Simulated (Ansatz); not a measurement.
# Cl₃H₂NSi···H₂: what the fields show

Input

```
crystal:
  periodic: [false, false, false]
  atoms:
    - { symbol: Si, position_ang: [-0.094341, 0.194227, 0.123507] }
    - { symbol: "N", position_ang: [-0.090424, 0.27986, 1.894833] }
    - { symbol: H, position_ang: [-0.829324, -0.205268, 2.412952] }
    - { symbol: H, position_ang: [0.813674, 0.245132, 2.372472] }
    - { symbol: Cl, position_ang: [1.84051, 0.328808, -0.57835] }
    - { symbol: Cl, position_ang: [-1.125463, 1.808417, -0.644279] }
    - { symbol: Cl, position_ang: [-1.083212, -1.479467, -0.586516] }
    - { symbol: H, position_ang: [1.213934, -1.99014, 0.948678] }
    - { symbol: H, position_ang: [1.004648, -1.683768, 1.566903] }
basis:
  gaussian: { orbitals: def2-SVP }
hamiltonian:
  xc: pbe
  dispersion: d4
relax:
  f_tol: 0.03
  max_steps: 50
output:
  orbitals: {}
```

Launched as:

```sh
ansatz run input.yaml --threads 2 --pin off --max-ram 3072MiB --backend cpu --events-out ev --progress --plain --runs-dir out
```

The fields are those of the relaxed geometry.

Level of theory: RKS PBE-D4/def2-SVP (Ansatz).

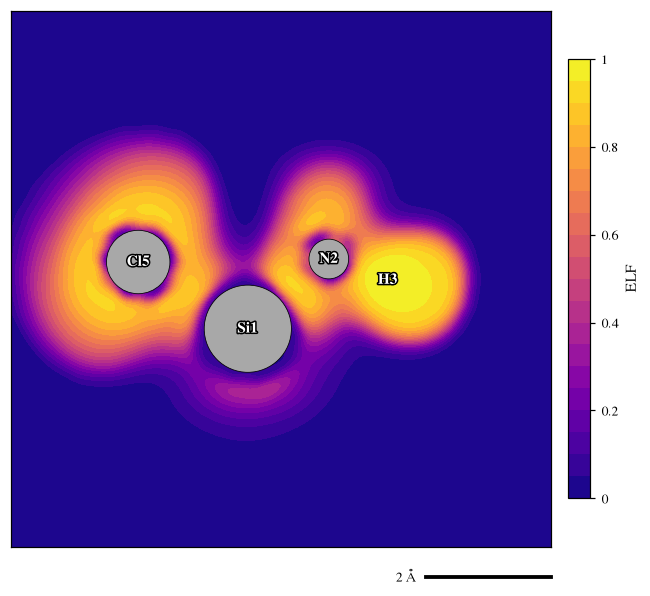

Figure 1. Electron localisation function on the plane of atoms N2, Si1 and Cl5. Grey discs cover the atomic cores.

Question: Read the bonding off the picture.

Answer: The section cuts through Si, N, H and Cl sites. Si–N (1.71 Å): the ELF peaks at about 0.90 between the atoms, as expected for a polar covalent bond. Si–Cl (2.06 Å): the ELF peaks at about 0.90 between the atoms, as expected for a polar covalent bond. N–H (1.02 Å): the ELF climbs to about 1 towards the hydrogen, as it does in any bond to H; a covalent bond by its length. The ELF also peaks beside Cl5, away from the bonds: lone-pair regions.

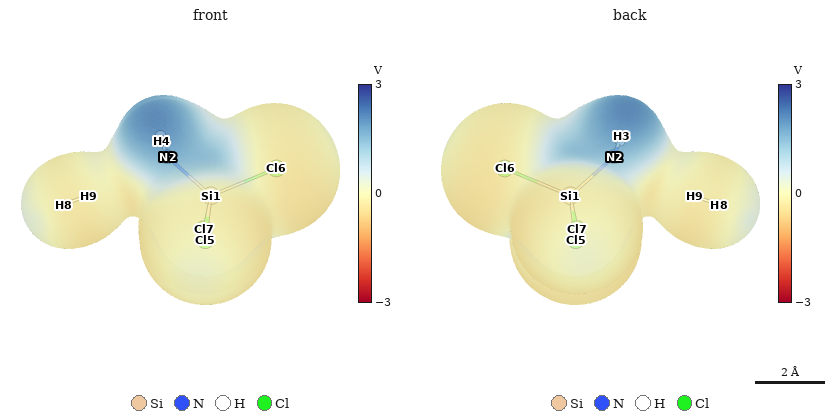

Figure 2. The electrostatic potential painted on the density surface at 0.002 e/bohr³, seen from the front and from behind; the colour scale runs from red (negative) to blue (positive).

Question: Where is the surface potential most negative and most positive?

Answer: The most negative region (about −0.4 V) lies over the Cl and H atoms, the most positive (about +2.1 V) over H3 and H4. Cl5 shows a σ-hole: about +0.2 V at the tip opposite its bond, against about −0.2 V on its flanks. Cl7 shows a σ-hole: about +0.2 V at the tip opposite its bond, against about −0.3 V on its flanks.

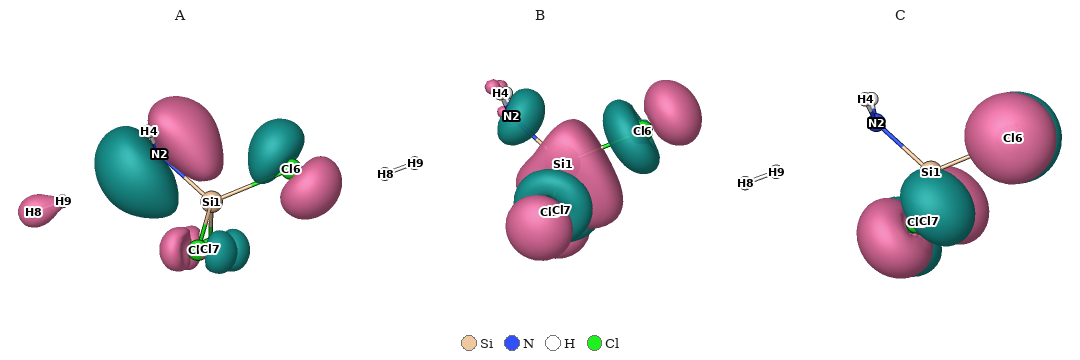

Figure 3. Three frontier orbitals at ±0.1 Å⁻³ᐟ² (teal and pink are the two phases), in no order.

Question: Order the three orbitals by energy and name them.

Answer: C is the HOMO−1 (−7.50 eV). By Hirshfeld shares it lies mainly on Cl6 (about 40 %), Cl5 (about 25 %) and Cl7 (about 25 %); largely a combination of lone pairs on Cl6, Cl5 and Cl7. A is the HOMO (−6.75 eV). By Hirshfeld shares it lies mainly on N2 (about 60 %) and Cl6 (about 15 %). B is the LUMO (−0.80 eV). Its weight (Hirshfeld) is mainly on Si1 (about 30 %), Cl6 (about 20 %), Cl7 (about 20 %), Cl5 (about 20 %) and N2 (about 5 %).

Question: What is the HOMO–LUMO gap?

Answer: 5.95 eV between the orbital energies.
